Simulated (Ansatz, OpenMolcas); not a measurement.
# Predicting a hybrid from its neighbours: C2H6BFO

The species is C2H6BFO (11 atoms), meant as a singlet with charge 0. SMILES: `COB(C)F`. The shape is that of a PBE0-D4/def2-TZVP optimisation. This is one conformer, not always the lowest.

The HOMO–LUMO gap y, in eV, basis def2-SVP; a is the functional's share of exact exchange. Programs: Ansatz 0.2.0, OpenMolcas 26.06.

| functional | program | a | y (eV) |
| --- | --- | --- | --- |
| PBE | Ansatz | 0 | 7.45 |
| TPSS | OpenMolcas | 0 | 7.75 |
| B3LYP | Ansatz | 0.2 | ? |
| PBE0 | Ansatz | 0.25 | 10.12 |
| r2SCAN0 | Ansatz | 0.25 | 10.64 |
| BHLYP | Ansatz | 0.5 | 12.72 |

Question: Fit y = c + s·a to the known rows and predict B3LYP.

Answer: 
1. Means of the 5 rows: a = 0.2000, y = 9.736.
2. Σ(Δa)² = 0.175, Σ(Δa·Δy) = 1.814, so the slope is 1.814/0.175 = 10.366.
3. Intercept: 9.736 − (10.366) × 0.2000 = 7.663. The largest residual of the fit is 0.39.
4. B3LYP: 7.663 + (10.366) × 0.2 = 9.74 eV.

The run gave 9.59 eV, so the prediction is off by +0.15 eV, within the largest residual. Exact exchange lowers occupied levels and raises empty ones. The rows mix families of semi-local functionals, which the line can't see.

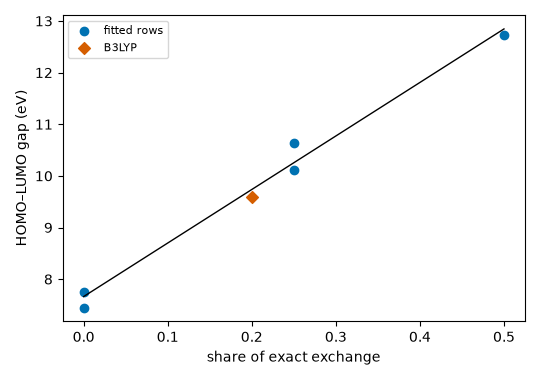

The fitted line, with the withheld row.
